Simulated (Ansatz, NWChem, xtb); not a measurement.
**CH4AlCl (SMILES [CH3][AlH][Cl]): methods side by side**

CH4AlCl has 7 atoms, charge 0, and is taken as a singlet. As SMILES, `[CH3][AlH][Cl]`. The coordinates come from a PBE0-D4/def2-TZVP relaxation.

Quantity: the dipole moment, in D. The values are calculated.

| level | kind | program | value (D) |
| --- | --- | --- | --- |
| GFN2-xTB | semi-empirical | xtb | 2.25 |
| GFN0-xTB | semi-empirical | xtb | 2.26 |
| GFN1-xTB | semi-empirical | xtb | 3.23 |
| HF/3-21G | Hartree–Fock | NWChem | 3.12 |
| PBE/cc-pVDZ-DK (sfX2C) | GGA | Ansatz | 1.88 |
| PBE/x2c-TZVPall (sfX2C) | GGA | Ansatz | 1.75 |
| PBE/ANO-RCC-VTZP (sfX2C) | GGA | Ansatz | 1.84 |
| PBE/cc-pVTZ-DK (sfX2C) | GGA | Ansatz | 1.82 |
| B3LYP/6-31G* (Cartesian functions) | global hybrid | NWChem | 2.14 |

The values span 1.75 to 3.23 D. Sets without polarisation functions give poor dipoles.

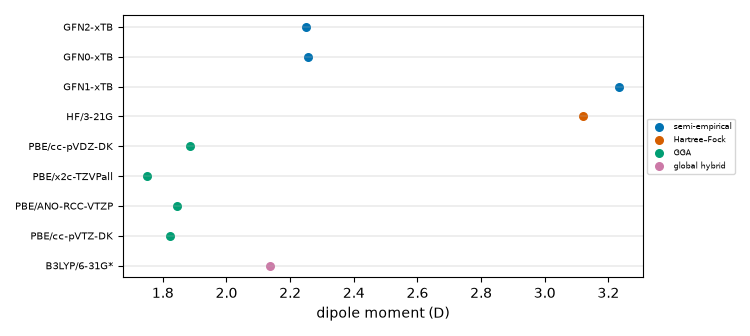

The values of the table, level by level.
